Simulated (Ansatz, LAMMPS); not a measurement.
# Amorphous poly(p-phenylene) (as short chains C38H30) at 300 K (204 atoms): a single point, part 2 of 2

Wanted: forces, charges and levels of amorphous poly(p-phenylene) (as short chains C38H30) at 300 K (204 atoms).

Ansatz 0.2.0; Kohn-Sham DFT, PBE+D4, PAW (set soft_2), plane waves.

The cell: 114 C and 90 H. The network of contacts between molecules at the start is that of the classical potential that made the cell. The density was typed from a rule of thumb and may lie off the real one at this temperature. Only the Γ point is sampled, in a cell whose shortest periodic width is 13 Å.

So far. Step 3 (Plane-wave single point): Mean Löwdin charges: C -0.09, H +0.19 e (they miss 1.2 % of the electrons, so they add up to more than the cell's charge). The largest share in the top eV of filled states is C p (98 % of the projected weight), and in the lowest eV of empty states C p (97 % of the projected weight).

## Step 4: Local order

These statistics describe the geometry on which the runs were made.

Density 1.14 g/cm³, 10.42 Å³ an atom.

g(r), total and by pair (bins of 0.2 Å):

| r (Å) | total | C-C | C-H | H-H |
| --- | --- | --- | --- | --- |
| 1.00 | 2.18 | 0.00 | 4.42 | 0.00 |
| 1.20 | 0.93 | 0.00 | 1.89 | 0.00 |
| 1.40 | 2.54 | 8.15 | 0.00 | 0.00 |
| 1.60 | 0.10 | 0.34 | 0.00 | 0.00 |
| 1.80 | 0.23 | 0.00 | 0.00 | 1.17 |
| 2.00 | 0.43 | 0.00 | 0.83 | 0.10 |
| 2.20 | 1.22 | 0.03 | 2.08 | 0.98 |
| 2.40 | 1.44 | 3.16 | 0.06 | 2.23 |
| 2.60 | 0.86 | 0.89 | 0.68 | 1.25 |
| 2.80 | 0.99 | 0.75 | 1.23 | 0.76 |
| 3.00 | 0.58 | 0.38 | 0.63 | 0.77 |
| 3.20 | 0.64 | 0.13 | 0.86 | 0.88 |
| 3.40 | 1.07 | 0.29 | 1.69 | 0.74 |
| 3.60 | 0.74 | 0.73 | 0.68 | 0.91 |
| 3.80 | 1.25 | 1.29 | 1.34 | 0.96 |
| 4.00 | 0.97 | 0.83 | 1.14 | 0.75 |
| 4.20 | 1.04 | 1.01 | 1.01 | 1.15 |
| 4.40 | 1.19 | 1.33 | 1.02 | 1.41 |
| 4.60 | 1.14 | 1.10 | 1.10 | 1.27 |
| 4.80 | 1.10 | 1.17 | 1.10 | 0.96 |
| 5.00 | 1.06 | 1.10 | 1.08 | 0.95 |
| 5.20 | 1.00 | 1.11 | 0.97 | 0.90 |
| 5.40 | 0.90 | 0.89 | 0.89 | 0.92 |
| 5.60 | 0.95 | 1.01 | 0.93 | 0.91 |
| 5.80 | 0.98 | 1.10 | 0.88 | 1.02 |
| 6.00 | 0.94 | 0.94 | 0.91 | 1.03 |
| 6.20 | 1.01 | 1.02 | 1.01 | 0.96 |

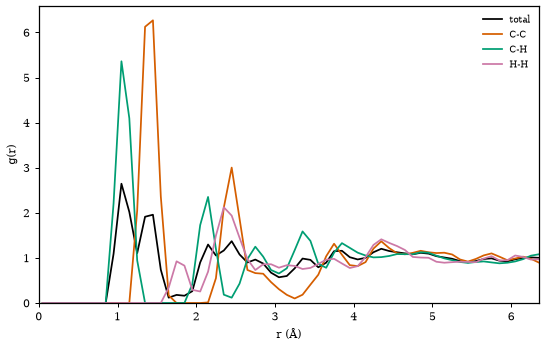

Pair distribution functions, lightly smoothed.

Bonds by pair of elements; cutoffs follow the first minimum of g(r), held within bounds set by covalent radii, and pairs that aren't listed don't count as bonded:

| pair A-B | cutoff (Å) | bonds | mean length (Å) | spread (Å) | shortest (Å) | B about A | A about B |
| --- | --- | --- | --- | --- | --- | --- | --- |
| C-C | 1.85 | 129 | 1.41 | 0.045 | 1.31 | 2.26 | 2.26 |
| C-H | 1.34 | 90 | 1.08 | 0.028 | 1.02 | 0.789 | 1 |

How many atoms have how many bonded neighbours:

| element | mean | 1 | 3 | 4 |
| --- | --- | --- | --- | --- |
| C | 3.05 | 0 | 108 | 6 |
| H | 1 | 90 | 0 | 0 |

Bond angles, per cent of each kind in bins of 5°:

| angle (°) | C-C-C | C-C-H | H-C-H |
| --- | --- | --- | --- |
| 95–100 | 0.0 | 0.6 | 0.0 |
| 100–105 | 0.0 | 1.2 | 11.1 |
| 105–110 | 0.0 | 4.9 | 38.9 |
| 110–115 | 5.6 | 13.6 | 44.4 |
| 115–120 | 38.3 | 41.4 | 5.6 |
| 120–125 | 47.8 | 36.4 | 0.0 |
| 125–130 | 8.3 | 1.8 | 0.0 |

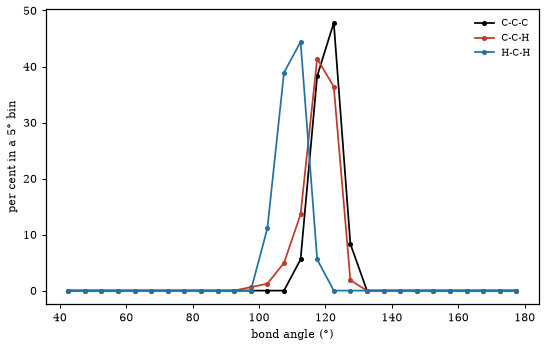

Distributions of the most common bond angles.

Bond angles (no mean is given where the spread exceeds 20°):

| angle | count | mean (°) | spread (°) |
| --- | --- | --- | --- |
| C-C-C | 180 | 120 | 3.3 |
| C-C-H | 162 | 118 | 4.8 |
| H-C-H | 18 | 110 | 3.4 |

Bond length by coordination (bonds to H left out):

| element | coordination | atoms | mean bond length (Å) |
| --- | --- | --- | --- |
| C | 3 | 108 | 1.40 |
| C | 4 | 6 | 1.52 |

Rings of the network by King's shortest-path rule, up to 12 atoms, one path for each pair of neighbours; H, halogens, alkali and alkaline-earth atoms are left out, and the last column divides by all other atoms, bonded or not:

| ring size (atoms) | rings | per network atom |
| --- | --- | --- |
| 6 | 18 | 0.158 |

Counting bonds as in the table, 95 % of C atoms have 3 and all H atoms have 1 bonded neighbour. The C-C-C angle averages 120° with a spread of 3°. All rings counted have 6 atoms.

The surroundings of C143, which bears the longest force, nearest first, numbered as they follow in the input and with coordinates relative to it.

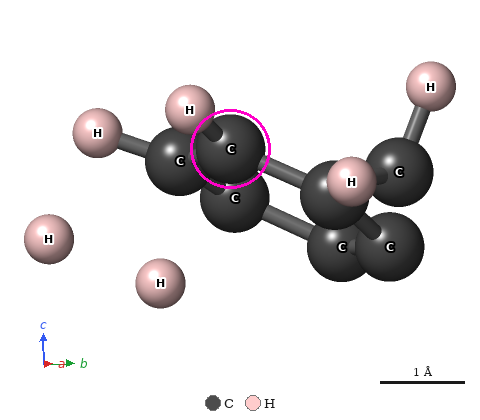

The atoms of the table, within 2.9 Å (arrows a, b, c point along x, y, z); some may hide others; the central atom is ringed.

| atom | x | y | z | distance (Å) | bonds | Löwdin charge (e) | Fx | Fy | Fz (eV/Å) |
| --- | --- | --- | --- | --- | --- | --- | --- | --- | --- |
| C143 | 0.00 | 0.00 | 0.00 | 0.00 | 3 | -0.12 | 4.36 | 1.06 | -0.11 |
| H181 | 0.79 | -0.59 | 0.48 | 1.09 | 1 | 0.19 | -0.14 | -0.18 | 0.09 |
| C142 | -1.23 | -0.45 | -0.13 | 1.31 | 3 | -0.13 | -3.16 | -0.21 | 0.20 |
| C138 | 0.40 | 1.19 | -0.58 | 1.39 | 3 | 0.07 | -0.06 | 1.64 | -0.17 |
| H180 | -1.44 | -1.41 | 0.24 | 2.03 | 1 | 0.19 | -0.55 | -1.55 | 0.59 |
| C141 | -2.27 | 0.35 | -0.58 | 2.36 | 3 | 0.02 | -1.70 | 0.39 | -1.56 |
| C139 | -0.63 | 1.98 | -1.22 | 2.41 | 3 | -0.13 | 2.33 | -0.62 | 0.37 |
| H190 | 0.31 | -2.27 | -1.03 | 2.51 | 1 | 0.19 | -0.14 | 0.18 | -0.27 |
| C137 | 1.81 | 1.78 | -0.33 | 2.56 | 4 | -0.46 | -1.56 | -0.07 | -0.01 |
| C140 | -1.94 | 1.58 | -1.20 | 2.78 | 3 | -0.14 | -0.59 | 0.23 | 0.87 |
| H177 | 2.63 | 1.10 | -0.44 | 2.89 | 1 | 0.19 | 0.20 | -0.59 | 0.06 |
| H176 | 1.81 | 2.20 | 0.69 | 2.93 | 1 | 0.20 | 0.17 | -0.16 | -0.01 |
| H188 | 2.15 | -1.18 | -1.61 | 2.93 | 1 | 0.18 | 0.72 | -1.22 | 0.55 |

The column of bonds counts only the pairs C-C within 1.85 Å, C-H within 1.34 Å; other neighbours, such as metal atoms beside each other in a compound, aren't counted, and periodic images can show an atom twice.

## Step 5: Outcome

- free energy per atom: -147.2802 eV/atom
- pressure: 2.814 GPa
- r.m.s. force component: 0.9942 eV/Å
- gap (highest filled to lowest empty level): 2.493 eV
- wall time of the 1 DFT run: 31 s

Between filled and empty levels lie 2.49 eV (at Γ alone); a semilocal functional tends to put such gaps too low. It is the spacing of short capped chains, not of the long polymer. In a disordered cell it changes from sample to sample, and tail or defect levels can set it. Counting bonds as in the table, 95 % of C atoms have 3 and all H atoms have 1 bonded neighbour.

Caveats: The force components of 0.99 eV/Å r.m.s. come partly from thermal motion and partly from the difference between the classical potential and DFT, above all in bond lengths inside molecules. The pressure of 2.8 GPa is that of one thermal frame, in which the classical model's bond lengths enter as well as the volume, without the kinetic term and with the strain of bonds inside molecules.

[Hosts, paths, dates, database ids (printed as entryN), source tags and the programs' standing remarks are cut or masked in the printed files.]
